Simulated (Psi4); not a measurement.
# BOF (fluoro(oxo)borane) at 6 levels

We compute a comparison of 6 runs (HF/STO-3G, HF/def2-SVP, B3LYP/6-31G*, BP86/cc-pVDZ, M11/6-311G(2df,2pd)) of BOF (fluoro(oxo)borane). 

Program for the calculation: Psi4 1.11.

3 further runs of the same task are left out: 2 that didn't finish, 1 set aside as unsound or not needed.

### 1 The system as given

BOF: 3 atoms, total charge 0, spin state singlet. As SMILES, `O=BF`. The shape is that of a PBE0-D4/def2-TZVP optimisation.

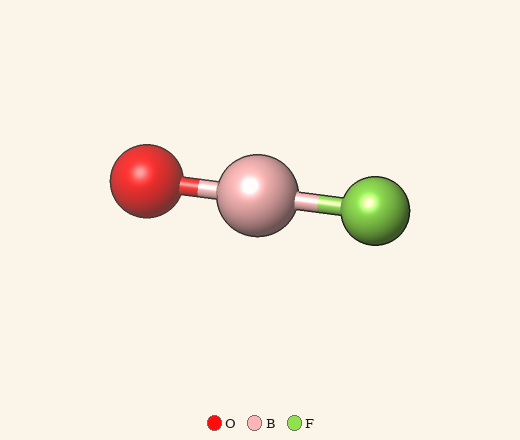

The structure, seen from a chosen angle (oxygen red, boron pink, fluorine green).

### 2 The energy at HF/STO-3G (run 1)

Contents of job.json:

```json
{
 "schema_name": "qcschema_input",
 "schema_version": 1,
 "molecule": {
  "schema_name": "qcschema_molecule",
  "schema_version": 2,
  "symbols": ["O", "B", "F"],
  "geometry": [1.85778975, -1.06788423, 0.90687957, 0.03836144, -0.02192082, 0.01870829, -1.89615119, 1.08999403, -0.92558786],
  "molecular_charge": 0,
  "molecular_multiplicity": 1,
  "fix_symmetry": "c1"
 },
 "driver": "energy",
 "model": {
  "method": "scf",
  "basis": "STO-3G"
 },
 "keywords": {
  "puream": true,
  "e_convergence": 1e-09,
  "d_convergence": 1e-08,
  "scf_type": "pk"
 }
}
```

The run is started by

```sh
$ psi4 --qcschema job.json -n 1 --memory 1600MB
```

stdout:

```text
[...]
  Running in c1 symmetry.
[...]
  Nuclear repulsion =   51.438950188684615
[...]
  Multiplicity = 1
[...]
  Nalpha       = 11
  Nbeta        = 11
[...]
    Number of basis functions: 15
[...]
   @RHF iter   1:  -196.16368244983499   -1.30952e+00   3.16225e-02 DIIS/ADIIS
[...]
   @RHF iter  10:  -196.32784017948524   -1.36424e-12   6.86891e-09 DIIS
[...]
    Orbital Energies [Eh]
    ---------------------
    Doubly Occupied:
       1A    -26.029932     2A    -20.258278     3A     -7.474894
       4A     -1.569075     5A     -1.253629     6A     -0.656412
       7A     -0.594689     8A     -0.594689     9A     -0.497568
      10A     -0.391440    11A     -0.391440
[...]
  @RHF Final Energy:  -196.32784017948524
   => Energetics <=
    Nuclear Repulsion Energy =             51.4389501886846148
    One-Electron Energy =                -376.1094896591253018
    Two-Electron Energy =                 128.3426992909554656
    Total Energy =                       -196.3278401794852357
[...]
 Multipole Moments:
 ------------------------------------------------------------------------------------
     Multipole            Electronic (a.u.)      Nuclear  (a.u.)        Total (a.u.)
 ------------------------------------------------------------------------------------
 L = 1.  Multiply by 2.5417464519 to convert [e a0] to [Debye]
 Dipole X            :          0.0000185            0.0000155            0.0000340
 Dipole Y            :         -0.0000010           -0.0000008           -0.0000018
 Dipole Z            :         -1.6060823            1.0067641           -0.5993182
 Magnitude           :                                                    0.5993182
[...]
```

The result, in JSON:

```text
{
 "driver": "energy",
 "model": {
  "method": "scf",
  "basis": "STO-3G"
 },
 "success": true,
 "return_result": -196.32784017948524,
 "properties": {
  "calcinfo_nbasis": 15,
  "calcinfo_nmo": 15,
  "calcinfo_nalpha": 11,
  "calcinfo_nbeta": 11,
  "calcinfo_natom": 3,
  "nuclear_repulsion_energy": 51.438950188684615,
  "return_energy": -196.32784017948524,
  "scf_one_electron_energy": -376.1094896591253,
  "scf_two_electron_energy": 128.34269929095547,
  "scf_dipole_moment": [3.4003141011542686e-05, -1.8288144075418587e-06, -0.5993181768049824],
  "scf_total_energy": -196.32784017948524,
  "scf_iterations": 10
 }
}
```

Wall time 1.1 s (1 thread of Intel Xeon 6975P-C (Granite Rapids), shared host); peak memory 0.18 GiB.

### 3 A single-point energy at HF/def2-SVP (run 2)

Contents of input.in:

```
memory 1600 mb

molecule molecule1 {
  0 1
  O      0.983100    -0.565100     0.479900
  B      0.020300    -0.011600     0.009900
  F     -1.003400     0.576800    -0.489800
  symmetry c1
  no_reorient
  no_com
}

set basis def2-SVP
set reference rhf
set puream true
set e_convergence 1e-09
set d_convergence 1e-08
set scf_type pk

E, wfn = energy("hf", return_wfn=True)
```

The run is started by

```sh
$ psi4 -i input.in -o input.out -n 1
```

input.out:

```text
[...]
  Running in c1 symmetry.
[...]
  Nuclear repulsion =   51.438950129702292
[...]
  Multiplicity = 1
[...]
  Nalpha       = 11
  Nbeta        = 11
[...]
    Number of basis functions: 42
[...]
   @RHF iter   1:  -198.79030811282698   -9.01948e-01   1.34675e-02 DIIS/ADIIS
[...]
   @RHF iter  11:  -198.91789743401029   -9.94760e-13   3.96585e-09 DIIS
[...]
    Orbital Energies [Eh]
    ---------------------
    Doubly Occupied:
       1A    -26.380761     2A    -20.556376     3A     -7.727322
       4A     -1.679094     5A     -1.316639     6A     -0.850148
       7A     -0.764446     8A     -0.764446     9A     -0.629873
      10A     -0.521901    11A     -0.521901
[...]
  @RHF Final Energy:  -198.91789743401029
   => Energetics <=
    Nuclear Repulsion Energy =             51.4389501297022917
    One-Electron Energy =                -377.2878809695349105
    Two-Electron Energy =                 126.9310334058223475
    Total Energy =                       -198.9178974340102855
[...]
 Multipole Moments:
 ------------------------------------------------------------------------------------
     Multipole            Electronic (a.u.)      Nuclear  (a.u.)        Total (a.u.)
 ------------------------------------------------------------------------------------
 L = 1.  Multiply by 2.5417464519 to convert [e a0] to [Debye]
 Dipole X            :          1.2974654           -2.0112355           -0.7137701
 Dipole Y            :         -0.7468688            1.1572683            0.4103994
 Dipole Z            :          0.6332625           -0.9817127           -0.3484502
 Magnitude           :                                                    0.8940431
[...]
```

Run time: 1.4 s. Hardware: 1 thread of Intel Xeon 6975P-C (Granite Rapids), shared host; peak memory 0.19 GiB.

### 4 A single-point energy at B3LYP/6-31G(d) (spherical functions) (run 3)

Contents of calc.dat:

```
memory 1600 mb

molecule geom {
  O      0.983100    -0.565100     0.479900
  B      0.020300    -0.011600     0.009900
  F     -1.003400     0.576800    -0.489800
  symmetry c1
  no_reorient
  no_com
}

set {
  puream true
  e_convergence 1e-09
  d_convergence 1e-08
  scf_type pk
  dft_radial_points 99
  dft_spherical_points 590
}

E, wfn = energy("b3lyp/6-31G*", return_wfn=True)
print_variables()
```

The run is started by

```sh
$ psi4 -i calc.dat -o calc.out -n 1
```

calc.out:

```text
[...]
  Running in c1 symmetry.
[...]
  Nuclear repulsion =   51.438950129702292
[...]
  Multiplicity = 1
[...]
  Nalpha       = 11
  Nbeta        = 11
[...]
    Number of basis functions: 42
[...]
   @RKS iter   1:  -199.78147298747615   -3.24106e-01   1.77719e-02 DIIS/ADIIS
[...]
   @RKS iter  10:  -199.99653845968265   -4.26326e-13   7.36662e-09 DIIS
[...]
    Orbital Energies [Eh]
    ---------------------
    Doubly Occupied:
       1A    -24.774587     2A    -19.149137     3A     -6.848030
       4A     -1.285735     5A     -0.991967     6A     -0.603724
       7A     -0.519778     8A     -0.519778     9A     -0.420971
      10A     -0.351261    11A     -0.351261
[...]
  @RKS Final Energy:  -199.99653845968265
   => Energetics <=
    Nuclear Repulsion Energy =             51.4389501297022917
    One-Electron Energy =                -377.7876578173852522
    Two-Electron Energy =                 145.0828536357651046
    DFT Exchange-Correlation Energy =     -18.7306844077647909
    Empirical Dispersion Energy =           0.0000000000000000
    VV10 Nonlocal Energy =                  0.0000000000000000
    Total Energy =                       -199.9965384596826539
[...]
 Multipole Moments:
 ------------------------------------------------------------------------------------
     Multipole            Electronic (a.u.)      Nuclear  (a.u.)        Total (a.u.)
 ------------------------------------------------------------------------------------
 L = 1.  Multiply by 2.5417464519 to convert [e a0] to [Debye]
 Dipole X            :          1.3700975           -2.0112355           -0.6411380
 Dipole Y            :         -0.7886514            1.1572683            0.3686169
 Dipole Z            :          0.6687257           -0.9817127           -0.3129870
 Magnitude           :                                                    0.8030549
[...]
```

Wall time 2.9 s (1 thread of Intel Xeon 6975P-C (Granite Rapids), shared host); peak memory 0.4 GiB.

Runs 4 to 5 aren't shown in full; the table further down has their settings and results.

### 5 The charge distribution at M11/6-311G(2df,2pd) (density fitting, ddCOSMO chlorobenzene) (run 6)

Contents of bfo.xyz:

```xyz
3
BFO
O      0.983100    -0.565100     0.479900
B      0.020300    -0.011600     0.009900
F     -1.003400     0.576800    -0.489800
```

Contents of calc.py:

```python
import psi4

psi4.set_memory(1600000000)
psi4.set_num_threads(1)
psi4.core.set_output_file('psi4.out', False)

with open('bfo.xyz') as f:
    atoms = ''.join(f.readlines()[2:])
m = psi4.geometry('0 1\n' + atoms + 'symmetry c1')

psi4.set_options({
    'basis': '6-311G(2df,2pd)',
    'reference': 'rks',
    'guess': 'modhuckel',
    'dft_pruning_scheme': 'treutler',
    'maxiter': 100,
    'ddx': True,
    'ddx_model': 'cosmo',
    'ddx_solvent': 'chlorobenzene',
    'ddx_radii_set': 'uff',
})

e_tot, wfn = psi4.energy("m11", return_wfn=True)
psi4.oeprop(wfn, "ESP_AT_NUCLEI", "WIBERG_LOWDIN_INDICES", "MULTIPOLE(3)", "DIPOLE")
print(f'm11 energy: {e_tot:.10f} Eh')
for k, v in sorted(psi4.core.scalar_variables().items()):
    print(f'{k:45s} {v:18.10f}')
```

The run is started by

```sh
$ python calc.py
```

psi4.out:

```text
[...]
  Running in c1 symmetry.
[...]
  Nuclear repulsion =   51.438950129702292
[...]
  Multiplicity = 1
[...]
  Nalpha       = 11
  Nbeta        = 11
[...]
    Number of basis functions: 90
[...]
   @DF-RKS iter   1:  -199.45729167718792   -1.99457e+02   1.77704e-02 DIIS/ADIIS
[...]
   @DF-RKS iter   9:  -200.02107851075326   -2.80949e-08   3.44746e-07 DIIS
[...]
    Orbital Energies [Eh]
    ---------------------
    Doubly Occupied:
       1A    -25.099243     2A    -19.442252     3A     -7.083284
       4A     -1.416519     5A     -1.130374     6A     -0.739553
       7A     -0.662213     8A     -0.662213     9A     -0.560723
      10A     -0.484714    11A     -0.484714
[...]
  @DF-RKS Final Energy:  -200.02107851075326
   => Energetics <=
    Nuclear Repulsion Energy =             51.4389501297022917
    One-Electron Energy =                -377.6575887768301527
    Two-Electron Energy =                 138.1022130499134732
    DFT Exchange-Correlation Energy =     -11.8987911433473013
    Empirical Dispersion Energy =           0.0000000000000000
    VV10 Nonlocal Energy =                  0.0000000000000000
    DD Solvation Energy =                 -0.0058617701915518
    Total Energy =                       -200.0210785107532558
[...]
 Multipole Moments:
 ------------------------------------------------------------------------------------
     Multipole            Electronic (a.u.)      Nuclear  (a.u.)        Total (a.u.)
 ------------------------------------------------------------------------------------
 L = 1.  Multiply by 2.5417464519 to convert [e a0] to [Debye]
 Dipole X            :          0.0000264            0.0000155            0.0000419
 Dipole Y            :         -0.0000014           -0.0000008           -0.0000023
 Dipole Z            :         -2.0019456            1.0067641           -0.9951815
 Magnitude           :                                                    0.9951815
[...]
```

On the terminal:

```text
m11 energy: -200.0210785108 Eh
CURRENT ENERGY                                   -200.0210785108
CURRENT REFERENCE ENERGY                         -200.0210785108
DD SOLVATION ENERGY                                -0.0058617702
DFT FUNCTIONAL TOTAL ENERGY                      -200.0152167406
DFT TOTAL ENERGY                                 -200.0152167406
DFT VV10 ENERGY                                     0.0000000000
DFT XC ENERGY                                     -11.8987911433
ESP AT CENTER 1                                   -22.3850562705
ESP AT CENTER 2                                   -11.3435162663
ESP AT CENTER 3                                   -26.5135835809
GRID ELECTRONS ALPHA                               10.9999866495
GRID ELECTRONS BETA                                10.9999866495
GRID ELECTRONS TOTAL                               21.9999732989
NUCLEAR REPULSION ENERGY                           51.4389501297
ONE-ELECTRON ENERGY                              -377.6575887768
PCM POLARIZATION ENERGY                             0.0000000000
PE ENERGY                                           0.0000000000
SCF ITERATION ENERGY                             -200.0210785108
SCF ITERATIONS                                      9.0000000000
SCF TOTAL ENERGY                                 -200.0210785108
TWO-ELECTRON ENERGY                               138.1022130499
XC GRID RADIAL POINTS                              75.0000000000
XC GRID SPHERICAL POINTS                          302.0000000000
XC GRID TOTAL POINTS                            36442.0000000000
```

It took 3.6 s on 1 thread of Intel Xeon 6975P-C (Granite Rapids), shared host; peak memory 0.44 GiB.

### 6 The series

```
run                                                         level         integration grid        task  energy (Eh)  dipole moment (D)  HOMO energy (eV)  LUMO energy (eV)  wall time
  1                                                     HF/STO-3G                        –      energy  -196.327840               1.52            -10.65             10.60      1.1 s
  2                                                   HF/def2-SVP                        –      energy  -198.917897               2.27            -14.20              3.28      1.4 s
  3                            B3LYP/6-31G* (spherical functions)  99 radial × 590 angular      energy  -199.996538               2.04             -9.56              0.65      2.9 s
  4                                                  BP86/cc-pVDZ  99 radial × 590 angular    gradient  -200.003271               1.87             -8.46             -0.49      4.5 s
  5                            B3LYP/6-31G* (Cartesian functions)  99 radial × 590 angular    gradient  -199.999531               2.05             -9.57              0.62      3.9 s
  6  M11/6-311G(2df,2pd) (density fitting, ddCOSMO chlorobenzene)  75 radial × 302 angular  properties  -200.021079               2.53            -13.19              2.45      3.6 s
```

### 7 Results

| quantity | value |
| --- | --- |
| run 6: total energy | -200.02108 Eh |
| run 6: dipole moment | 2.53 D |
| run 6: HOMO energy | -13.19 eV |
| run 6: LUMO energy | 2.45 eV |
| run 6: HOMO–LUMO gap | 15.64 eV |
| run 6: solvent term in the energy | -15.4 kJ/mol |

The dipole moment (its size) runs from 1.52 D (HF/STO-3G) to 2.53 D (M11/6-311G(2df,2pd)). The two ends differ in method and basis and solvent. The HOMO–LUMO gap runs from 7.97 eV (BP86/cc-pVDZ) to 21.25 eV (HF/STO-3G). The two ends differ in method and basis. Totals of different functionals can't be ranked against each other. In run 1 the basis is minimal, so the values are rough. All runs together took 17 s, the longest 4.5 s.
